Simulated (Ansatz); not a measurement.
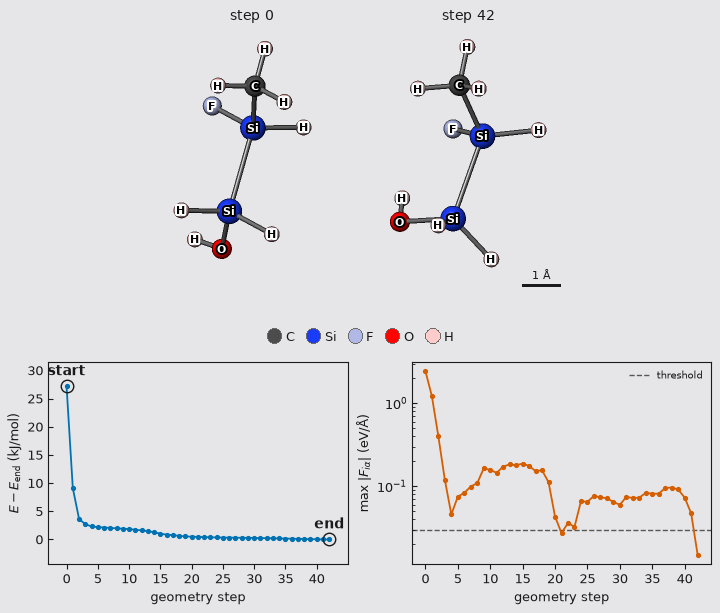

First and last geometry of a relaxation of CH7FOSi2 (coarse preliminary run), with the history of the run. The picture is a ball-and-stick view, seen from a free direction.

The start comes from a force field.

Level of theory: RKS PBE-D4/def2-SVP in Ansatz.

Input file:
```yaml
crystal:
  periodic: [false, false, false]
  atoms:
    - {symbol: C, position_ang: [-1.471300, -0.007600, -1.403800]}
    - {symbol: Si, position_ang: [-0.764100, -0.448200, 0.290200]}
    - {symbol: F, position_ang: [-1.598700, 0.302100, 1.390800]}
    - {symbol: Si, position_ang: [1.494000, 0.251500, 0.407300]}
    - {symbol: O, position_ang: [2.140200, 0.021900, 1.906200]}
    - {symbol: H, position_ang: [-2.484900, -0.309900, -1.449100]}
    - {symbol: H, position_ang: [-0.875500, -0.555500, -2.180400]}
    - {symbol: H, position_ang: [-1.408600, 1.061800, -1.567700]}
    - {symbol: H, position_ang: [-0.884400, -1.914300, 0.509500]}
    - {symbol: H, position_ang: [2.328700, -0.571700, -0.608300]}
    - {symbol: H, position_ang: [1.611000, 1.692900, 0.031600]}
    - {symbol: H, position_ang: [1.731600, 0.531900, 2.613100]}
basis:
  gaussian: {orbitals: def2-SVP}
hamiltonian: {xc: pbe, dispersion: d4}
relax: {f_tol: 0.03, max_steps: 200}
```

Command:
```bash
ansatz run in.yaml --threads 4 --pin off --events-out ev --progress --plain --max-ram 10444MiB
```

Question: Did the run converge, and what did it change?

Answer: It converged. The atom that moves furthest after the best rigid fit is H11 (1.36 Å). By element the largest moves are H 1.36 Å, O 1.30 Å, F 0.93 Å, Si 0.46 Å, C 0.36 Å. Near-neighbour distances that change, for instance: Si2–F3 1.572 → 1.670 Å, C1–H6 1.059 → 1.109 Å, Si4–O5 1.648 → 1.692 Å, Si4–H10 1.551 → 1.509 Å. Bond angles that change, for instance: Si2–Si4–O5 112.2° → 101.2°, F3–Si2–Si4 109.3° → 98.4°, Si4–Si2–H9 111.2° → 117.1°. Groups turn about Si4–O5 by about 85°, Si2–Si4 by about 75°. After 42 geometry steps the energy has fallen by 27.2 kJ/mol. Largest force component: 2.5 eV/Å at the start, 0.015 eV/Å at the end. The forces were under the threshold at step 21, but the run went on from there.

| step | E − E(0), kJ/mol | largest force component, eV/Å |
| --- | --- | --- |
| 0 | 0.00 | 2.4566 |
| 1 | -18.09 | 1.2186 |
| 2 | -23.55 | 0.4000 |
| 3 | -24.49 | 0.1198 |
| 4 | -24.88 | 0.0461 |
| 5 | -25.00 | 0.0752 |
| 6 | -25.07 | 0.0837 |
| 7 | -25.15 | 0.0995 |
| 8 | -25.22 | 0.1096 |
| 9 | -25.28 | 0.1647 |
| 10 | -25.35 | 0.1580 |
| 12 | -25.59 | 0.1732 |
| 13 | -25.72 | 0.1840 |
| 15 | -26.17 | 0.1885 |
| 17 | -26.44 | 0.1530 |
| 18 | -26.56 | 0.1563 |
| 20 | -26.69 | 0.0433 |
| 22 | -26.78 | 0.0364 |
| 23 | -26.81 | 0.0325 |
| 25 | -26.86 | 0.0652 |
| 27 | -26.89 | 0.0739 |
| 29 | -26.91 | 0.0650 |
| 30 | -26.93 | 0.0601 |
| 32 | -26.97 | 0.0725 |
| 34 | -27.01 | 0.0836 |
| 35 | -27.03 | 0.0817 |
| 37 | -27.09 | 0.0957 |
| 39 | -27.13 | 0.0918 |
| 40 | -27.16 | 0.0733 |
| 42 | -27.19 | 0.0150 |
